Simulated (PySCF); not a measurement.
# C4H4F2 (SMILES FC1(F)C=CC1) at 3 levels

Wanted: a comparison of 3 runs (B3LYP/6-31G*, PBE0/def2-SVP, PBE0/def2-TZVP) of C4H4F2. The job is set up through a Python script.

Program for the calculation: PySCF 2.14.0.

**1. The structure to begin with**

C4H4F2: 10 atoms, total charge 0, spin state singlet. SMILES: `FC1(F)C=CC1`. The shape is that of a PBE0-D4/def2-TZVP optimisation.

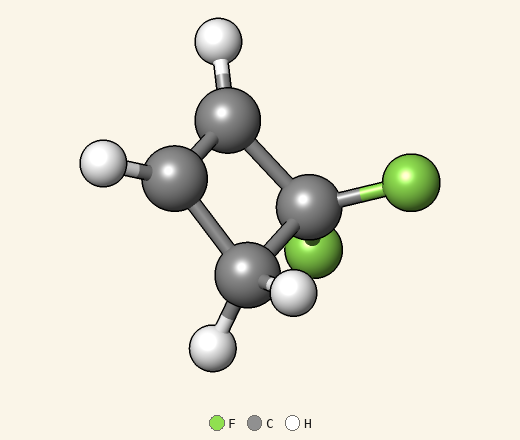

The structure, seen from a chosen angle (fluorine green, carbon grey, hydrogen white).

**2. Energy and gradient at B3LYP/6-31G(d) (Cartesian functions) (run 1)**

Contents of calc.py:

```python
import pyscf.grad
from pyscf import gto, dft

molecule = gto.Mole()
molecule.atom = '''
F     -3.610511    -1.146119     0.552556
C     -1.053333    -1.255156     0.507391
F     -0.412338    -3.411712     1.728721
C      0.167430    -0.844897    -2.020873
C      1.345296     1.232668    -1.220196
C      0.307836     1.153300     1.446396
H      0.081636    -1.879522    -3.781720
H      2.615948     2.551319    -2.133312
H      1.679400     0.815228     2.949674
H     -0.964138     2.688513     1.976654
'''
molecule.unit = 'bohr'
molecule.verbose = 3
molecule.max_memory = 1860
molecule.spin = 0
molecule.cart = True
molecule.basis = '6-31g*'
molecule.build()

mf = dft.RKS(molecule)
mf.xc = 'b3lyp'
mf.grids.level = 5
mf.conv_tol = 1e-10
mf.kernel()
if not mf.converged:
    mf = mf.newton().run(mf.mo_coeff, mf.mo_occ)

etot = mf.e_tot
print('E(%s) = %.9f' % ('B3LYP', etot))
grad = mf.Gradients().kernel()
mf.analyze()
```

Run with:

```
OMP_NUM_THREADS=1 python calc.py
```

Log:

```text
converged SCF energy = -354.449109871167
[... 11 lines left out ...]
MO #2   energy= -24.6918606418279  occ= 2
[... 11 lines left out ...]
MO #14  energy= -0.530679084099074 occ= 2
[... 11 lines left out ...]
MO #26  energy= 0.128060057983693  occ= 0
[... 11 lines left out ...]
MO #38  energy= 0.536694557074219  occ= 0
[... 11 lines left out ...]
MO #50  energy= 0.914098453459596  occ= 0
[... 11 lines left out ...]
MO #62  energy= 1.49100770329412   occ= 0
[... 11 lines left out ...]
MO #74  energy= 2.04222423679631   occ= 0
[... 11 lines left out ...]
MO #86  energy= 2.64930415663167   occ= 0
[... 11 lines left out ...]
MO #98  energy= 4.76150537647342   occ= 0
[... 11 lines left out ...]
Dipole moment(X, Y, Z, Debye):  1.39662,  1.51883, -0.87210
```

Run time: 42 s. Hardware: 1 thread of Intel Xeon at 2.70GHz, shared host; peak memory 0.97 GiB.

**3. Energy and forces at PBE0/def2-SVP (run 2)**

Contents of input.py:

```python
# FC1(F)C=CC1
import pyscf.grad
from pyscf import gto, dft

molecule = gto.M(
    atom='''
F       -1.910600      -0.606500       0.292400
C       -0.557400      -0.664200       0.268500
F       -0.218200      -1.805400       0.914800
C        0.088600      -0.447100      -1.069400
C        0.711900       0.652300      -0.645700
C        0.162900       0.610300       0.765400
H        0.043200      -0.994600      -2.001200
H        1.384300       1.350100      -1.128900
H        0.888700       0.431400       1.560900
H       -0.510200       1.422700       1.046000
''',
    charge=0,
    max_memory=1860,
    basis='def2-svp',
    verbose=3,
)

mf = dft.RKS(molecule, xc='pbe0')
mf.grids.level = 5
mf.conv_tol = 1e-10
mf.kernel()
if not mf.converged:
    mf = mf.newton().run(mf.mo_coeff, mf.mo_occ)

energy = mf.e_tot
print('E(%s) = %.9f' % ('PBE0', energy))
grad = mf.Gradients().kernel()
mf.analyze()
```

Run with:

```
OMP_NUM_THREADS=1 python input.py
```

Log:

```text
converged SCF energy = -353.822372058589
[... 22 lines left out ...]
MO #13  energy= -0.565242857582378 occ= 2
[... 12 lines left out ...]
MO #26  energy= 0.10410523584682   occ= 0
[... 12 lines left out ...]
MO #39  energy= 0.497680721020011  occ= 0
[... 12 lines left out ...]
MO #52  energy= 0.841397262473623  occ= 0
[... 12 lines left out ...]
MO #65  energy= 1.53105710715033   occ= 0
[... 12 lines left out ...]
MO #78  energy= 2.02367610865013   occ= 0
[... 12 lines left out ...]
MO #91  energy= 2.82634055973783   occ= 0
[... 12 lines left out ...]
MO #104 energy= 3.89519251251126   occ= 0
[... 11 lines left out ...]
Dipole moment(X, Y, Z, Debye):  1.48477,  1.64060, -0.87733
```

Run time: 55 s. Hardware: 1 thread of Intel Xeon at 2.70GHz, shared host; peak memory 1 GiB.

**4. Energy and gradient at PBE0/def2-TZVP (run 3)**

Contents of run.py:

```python
from pyscf import gto, dft

system = gto.Mole()
system.atom = '''
F     -1.910600    -0.606500     0.292400
C     -0.557400    -0.664200     0.268500
F     -0.218200    -1.805400     0.914800
C      0.088600    -0.447100    -1.069400
C      0.711900     0.652300    -0.645700
C      0.162900     0.610300     0.765400
H      0.043200    -0.994600    -2.001200
H      1.384300     1.350100    -1.128900
H      0.888700     0.431400     1.560900
H     -0.510200     1.422700     1.046000
'''
system.basis = 'def2-tzvp'
system.verbose = 3
system.max_memory = 1860
system.charge = 0
system.build()

calc0 = dft.RKS(system, xc='pbe0')
calc0.grids.level = 5
calc0.conv_tol = 1e-10
calc0.kernel()
if not calc0.converged:
    calc0 = calc0.newton().run(calc0.mo_coeff, calc0.mo_occ)

etot = calc0.e_tot
print('E = %.10f Eh' % etot)
grad = calc0.nuc_grad_method().kernel()
dip = calc0.dip_moment()
pop, q = calc0.mulliken_pop()
```

Run with:

```
OMP_NUM_THREADS=1 python run.py
```

Log:

```text
converged SCF energy = -354.232521070879
[... 9 lines left out ...]
Dipole moment(X, Y, Z, Debye):  1.57912,  1.74042, -0.94146
[... 221 lines left out ...]
charge of    9H =      0.11506
```

It took 5.6 min on 1 thread of Intel Xeon at 2.70GHz, shared host; peak memory 1.7 GiB.

**5. Overview of the runs**

```tsv
run	level	Cartesian functions	energy (Eh)	dipole moment (D)	HOMO energy (eV)	LUMO energy (eV)	wall time
1	B3LYP/6-31G* (Cartesian functions)	yes	-354.449110	2.24	-7.61	-0.21	42 s
2	PBE0/def2-SVP	no	-353.822372	2.38	-8.16	-0.37	55 s
3	PBE0/def2-TZVP	no	-354.232521	2.53	-8.18	-0.51	5.6 min
```

**6. Results**

```
                       quantity          value
            run 3: total energy  -354.23252 Eh
           run 3: dipole moment         2.53 D
             run 3: HOMO energy       -8.18 eV
             run 3: LUMO energy       -0.51 eV
           run 3: HOMO–LUMO gap        7.67 eV
run 3: largest force on an atom     0.017 eV/Å
```

**Reading.** The dipole moment (its size) runs from 2.24 D (B3LYP/6-31G*) to 2.53 D (PBE0/def2-TZVP). The two ends differ in method and basis. The HOMO–LUMO gap runs from 7.40 eV (B3LYP/6-31G*) to 7.79 eV (PBE0/def2-SVP). Totals of different functionals can't be ranked against each other. All runs together took 7.2 min, the longest 5.6 min.
